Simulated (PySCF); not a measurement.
**doublet CHFO+: levels of theory compared**

We compute a comparison of 6 runs (U-wB97X-V/STO-3G, UB2PLYP/STO-3G, UB3LYP/STO-3G, UPBE/STO-3G, UMP2/STO-3G, ROCCSD(T)/STO-3G) of doublet CHFO+. Input form: a Python script.

The results are computed with PySCF 2.14.0.

4 further runs of the same task are left out: 4 set aside as unsound or not needed.

**1. Starting point**

CHFO+ has 4 atoms, charge +1, and is taken as a doublet. As SMILES of the parent species, `O=CF`. The coordinates come from a GFN2-xTB relaxation. That shape belongs to the parent species and isn't relaxed for this state.

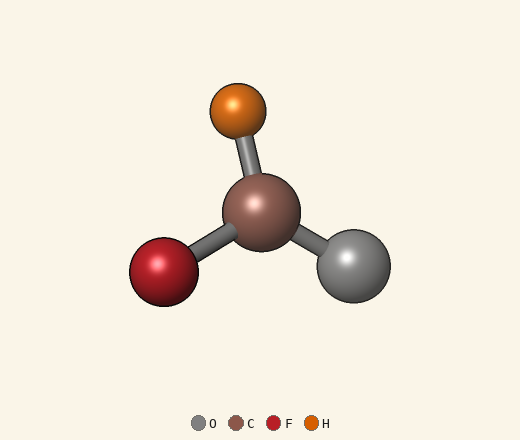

Viewed from a chosen angle; oxygen grey, carbon brown, fluorine red, hydrogen orange.

**2. A single-point energy at U-wB97X-V/STO-3G (run 1)**

calc.py reads:

```python
from pyscf import gto, dft

mol = gto.M(
    atom=[
    ('O', (-0.889680, 0.196020, 0.829980)),
    ('C', (-0.049740, 0.073340, 0.022930)),
    ('F', (0.584370, -1.090860, -0.181350)),
    ('H', (0.355050, 0.821510, -0.671560)),
],
    spin=1,
    max_memory=1860,
    verbose=3,
    basis='sto-3g',
    charge=1,
)

calc0 = dft.UKS(mol)
calc0.xc = 'wb97x-v'
calc0.nlcgrids.level = 1
calc0.grids.level = 5
calc0.conv_tol = 1e-10
calc0.kernel()
if not calc0.converged:
    calc0 = calc0.newton().run(calc0.mo_coeff, calc0.mo_occ)

e_final = calc0.e_tot
print('E = %.10f Eh' % e_final)
```

Run with:

```
$ OMP_NUM_THREADS=1 python calc.py
```

Output:

```text
converged SCF energy = -210.366177163428  <S^2> = 0.75871176  2S+1 = 2.0086929
E = -210.3661771634 Eh
```

Wall time 36 s (1 thread of Arm Neoverse N1, shared host); peak memory 0.19 GiB.

**3. The energy at UB2PLYP/STO-3G (run 2)**

run.py reads:

```python
from pyscf import gto, dft, mp

system = gto.M(
    atom='O -0.889680 0.196020 0.829980; C -0.049740 0.073340 0.022930; F 0.584370 -1.090860 -0.181350; H 0.355050 0.821510 -0.671560',
    charge=1,
    spin=1,
    verbose=3,
    basis='sto-3g',
    max_memory=1860,
)

mf = dft.UKS(system)
mf.xc = '0.53*HF + 0.47*B88, 0.73*LYP'
mf.conv_tol = 1e-10
mf.grids.level = 5
mf.kernel()
if not mf.converged:
    mf = mf.newton().run(mf.mo_coeff, mf.mo_occ)

pt = mp.MP2(mf, frozen=3).run()
etot = mf.e_tot + 0.27 * pt.e_corr
print('PT2 part  %.8f' % (0.27 * pt.e_corr))
print('E = %.10f Eh' % etot)
```

Run with:

```
$ OMP_NUM_THREADS=1 python run.py
```

Output:

```text
converged SCF energy = -210.109727196806  <S^2> = 0.76736589  2S+1 = 2.0172911
E(UMP2) = -210.283630178786  E_corr = -0.173902981980028
E(SCS-UMP2) = -210.28296838992  E_corr = -0.173241193113256
PT2 part  -0.04695381
E = -210.1566810019 Eh
```

Run time: 7.5 s. Hardware: 1 thread of Arm Neoverse N1, shared host; peak memory 0.19 GiB.

Runs 3 to 5 aren't shown in full; the table further down has their settings and results.

**4. The energy at ROCCSD(T)/STO-3G (run 6)**

input.py reads:

```python
from pyscf import gto, cc

mol = gto.M(
    atom='''
O       -0.889680       0.196020       0.829980
C       -0.049740       0.073340       0.022930
F        0.584370      -1.090860      -0.181350
H        0.355050       0.821510      -0.671560
''',
    verbose=4,
    max_memory=1860,
    spin=1,
    basis='sto-3g',
    charge=1,
)

mf = mol.ROHF()
mf.conv_tol = 1e-10
mf.kernel()
if not mf.converged:
    mf = mf.newton().run(mf.mo_coeff, mf.mo_occ)

mycc = cc.CCSD(mf, frozen=3)
mycc.kernel()
e_t = mycc.ccsd_t()
e_tot = mycc.e_tot + e_t
print(f'total energy: {e_tot:.8f} hartree')
```

Run with:

```
$ OMP_NUM_THREADS=1 python input.py
```

Output:

```text
PySCF version 2.14.0

[... 64 lines left out ...]
converged SCF energy = -209.511170316547
[... 1 line left out ...]
WARN: RCCSD method does not support ROHF method. ROHF object is converted to UHF object and UCCSD method is called.
[... 12 lines left out ...]
Init t2, MP2 energy = -0.114579603684991
[... 22 lines left out ...]
UCCSD converged
[... 2 lines left out ...]
total energy: -209.66741182 hartree
```

Run time: 1.6 s. Hardware: 1 thread of Arm Neoverse N1, shared host; peak memory 0.12 GiB.

**5. All runs side by side**

```
run             level  nlc grid  frozen core orbitals  energy (Eh)  HOMO energy (eV)  LUMO energy (eV)   ⟨S²⟩  wall time
  1  U-wB97X-V/STO-3G         1                     –  -210.366177            -20.37            -11.34  0.759       36 s
  2    UB2PLYP/STO-3G         –                     3  -210.156681            -20.05            -11.20  0.767      7.5 s
  3     UB3LYP/STO-3G         –                     –  -210.393043            -17.61            -14.20  0.758      7.8 s
  4       UPBE/STO-3G         –                     –  -210.200875            -15.86            -15.35  0.754      7.5 s
  5       UMP2/STO-3G         –                     3  -209.629679            -23.02             -6.41  0.797      1.3 s
  6  ROCCSD(T)/STO-3G         –                     3  -209.667412                 –                 –  0.750      1.6 s
```

**6. Summary of results**

```
                                          quantity          value
                               run 6: total energy  -209.66741 Eh
run 6: correlation energy (3 core orbitals frozen)     -156.2 mEh
                             run 6: (T) correction      -7.33 mEh
          run 6: ⟨S²⟩ of the reference determinant          0.750
                              run 6: T1 diagnostic          0.035
```

What this shows: Totals of different functionals can't be ranked against each other. In runs 1, 2, 3, 4, 5, 6 the basis is minimal, so the values are rough. All runs together took 62 s, the longest 36 s.
